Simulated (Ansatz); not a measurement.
## Frequency calculation, with input and output: C₂H₅AlN₂

The run: frequency calculation of C₂H₅AlN₂, SMILES C#[C][Al]([NH2])[NH2]. Method and program: HF/3-21G, RHF (Ansatz 0.2.0).

The geometry was optimised with HF/3-21G. Figures and captions count atoms from 1; the log counts them from 0 in places.

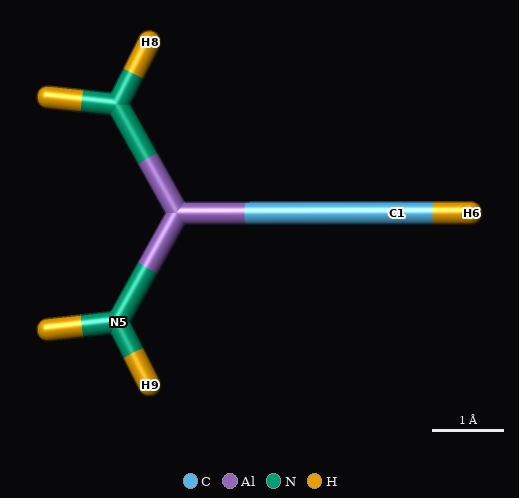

Figure 1. The input geometry (stick view, seen on its broad side; atoms are numbered from 1 in the order of the input). Sticks mark near contacts. Bond lengths as drawn: Al–C 1.94 Å, Al–N 1.77 Å, C–C 1.20 Å, C–H 1.05 Å and H–N 1.00 Å.

Results in brief:

```json
{"quantity": "outcome", "value": "converged"}
{"quantity": "total energy", "value": "−427.151963 hartree"}
{"quantity": "basis functions", "value": "59"}
{"quantity": "largest force", "value": "0.000 eV/Å"}
{"quantity": "zero-point energy", "value": "0.076177 hartree"}
{"quantity": "dipole moment", "value": "0.90 D"}
{"quantity": "wavenumbers, lowest and highest", "value": "125 and 3800 cm⁻¹"}
{"quantity": "hardware", "value": "1 thread of Arm Neoverse V2, 24 GiB of memory available, shared host"}
{"quantity": "wall time", "value": "33 s"}
{"quantity": "peak memory", "value": "0.11 GiB"}
```

The input:
```yaml
crystal:
  periodic: [false, false, false]
  atoms:
    - symbol: C
      position_ang: [-2.394036, 1.234394, 0.882784]
    - symbol: C
      position_ang: [-1.380140, 0.711268, 0.510304]
    - symbol: Al
      position_ang: [0.260876, -0.135426, -0.092481]
    - symbol: N
      position_ang: [0.254667, -1.868308, -0.470479]
    - symbol: N
      position_ang: [1.732637, 0.841302, -0.252873]
    - symbol: H
      position_ang: [-3.283031, 1.693077, 1.209380]
    - symbol: H
      position_ang: [1.044531, -2.398201, -0.787453]
    - symbol: H
      position_ang: [-0.555839, -2.453795, -0.392514]
    - symbol: H
      position_ang: [1.776580, 1.822292, -0.049100]
    - symbol: H
      position_ang: [2.626655, 0.502397, -0.554569]
basis:
  gaussian:
    orbitals: 3-21G.json
total_charge: 0
hamiltonian:
  xc: hf
phonons:
  temperatures:
    t_min: 298.15
    t_max: 298.15
    t_step: 1
```

Run as:
```bash
ansatz run molecule.yaml --threads 1 --pin off --max-ram 3480MiB --events-out events.jsonl --progress --plain --runs-dir runs
```

The program's output:
```
Functional definition: HF
  name "HF"
  exchange = exact_x
  correlation = 0
824 factors; integrals over basis functions are off by at most 6.9e-4 eV
mean field evaluation 1: about -11619.5998 eV, gradient 4.1e1 eV
mean field evaluation 2: about -11619.8021 eV, gradient 4.1e1 eV
mean field evaluation 4: about -11623.3666 eV, gradient 2.8e0 eV
mean field evaluation 8: about -11623.3970 eV, gradient 8.5e-2 eV
mean field -11623.39703956 eV, -427.1519625823 hartree, gradient 6.4e-5 eV, S^2 0.000000; 0 other end points of the search recorded, 0 dependent functions left out
the calculation of the forces begins
reference -11623.39703956 eV, -427.1519625823 hartree; 22, 22 occupied and 37, 37 virtual orbitals, 824 factors
these checks for a lower state are left out or cut short: stability, starts, cluster_reference, orbital_swaps, neighbouring_geometries, increment
824 factors; integrals over basis functions are off by at most 6.9e-4 eV
mean field evaluation 16: about -11623.3966 eV, gradient 2.8e-3 eV
mean field -11623.39666325 eV, -427.1519487532 hartree, gradient 4.5e-6 eV, S^2 0.000000; 0 other end points of the search recorded, 0 dependent functions left out
[... from here on the field's lines of each further geometry are left out, up to the last ...]
the calculation of the forces begins
reference -11623.39702329 eV, -427.1519619843 hartree; 22, 22 occupied and 37, 37 virtual orbitals, 824 factors
these checks for a lower state are left out or cut short: stability, starts, cluster_reference, orbital_swaps, neighbouring_geometries, increment
824 factors; integrals over basis functions are off by at most 6.9e-4 eV
mean field evaluation 544: about -11623.1774 eV, gradient 1.1e0 eV
mean field -11623.39702292 eV, -427.1519619708 hartree, gradient 4.5e-6 eV, S^2 0.000000; 0 other end points of the search recorded, 0 dependent functions left out
the calculation of the forces begins
reference -11623.39702292 eV, -427.1519619708 hartree; 22, 22 occupied and 37, 37 virtual orbitals, 824 factors
Total energy: -11623.39703956 eV, -427.1519625823 hartree
Atom 0 at    -2.394036     1.234394     0.882784 Å, force    -0.000084     0.000047    -0.000007 eV/Å
Atom 1 at    -1.380140     0.711268     0.510304 Å, force     0.000161    -0.000098     0.000109 eV/Å
Atom 2 at     0.260876    -0.135426    -0.092481 Å, force    -0.000209     0.000156    -0.000114 eV/Å
Atom 3 at     0.254667    -1.868308    -0.470479 Å, force     0.000156    -0.000124     0.000068 eV/Å
Atom 4 at     1.732637     0.841302    -0.252873 Å, force     0.000195    -0.000016    -0.000016 eV/Å
Atom 5 at    -3.283031     1.693077     1.209380 Å, force     0.000061    -0.000031    -0.000041 eV/Å
Atom 6 at     1.044531    -2.398201    -0.787453 Å, force    -0.000086    -0.000105    -0.000015 eV/Å
Atom 7 at    -0.555839    -2.453795    -0.392514 Å, force    -0.000137    -0.000003    -0.000032 eV/Å
Atom 8 at     1.776580     1.822292    -0.049100 Å, force    -0.000089     0.000059     0.000004 eV/Å
Atom 9 at     2.626655     0.502397    -0.554569 Å, force     0.000032     0.000116     0.000044 eV/Å
Dipole moment:     0.158155    -0.081605    -0.058043 e Å
Vibrations: 124.72 169.39 181.11 207.35 300.24 356.73 376.15 545.08 676.31 718.82 746.59 789.40 901.05 922.52 938.33 968.78 1772.19 1782.22 2291.55 3641.67 3713.47 3714.27 3799.96 3800.00 cm⁻¹, zero-point energy 2.072886 eV
```

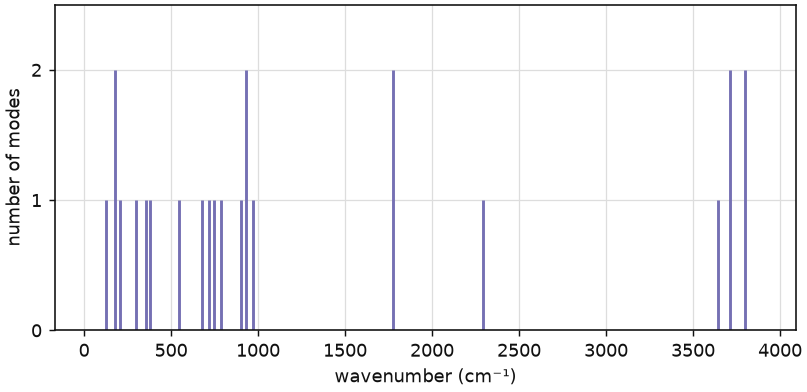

Figure 2. Harmonic vibrational wavenumbers from the force constants; neighbouring modes closer than 17 cm⁻¹ are counted in one stick. 24 modes from 125 to 3800 cm⁻¹, none imaginary.

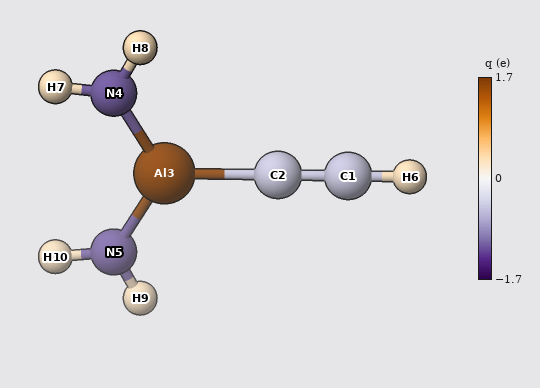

Figure 3. Mulliken charges, as the colour of each atom (ball-and-stick view, seen at a tilt; atoms are numbered from 1 in the order of the input; Mulliken charges depend strongly on the basis). By element: C −0.48 to −0.46, Al +1.59, N −1.13 and H +0.32 e.
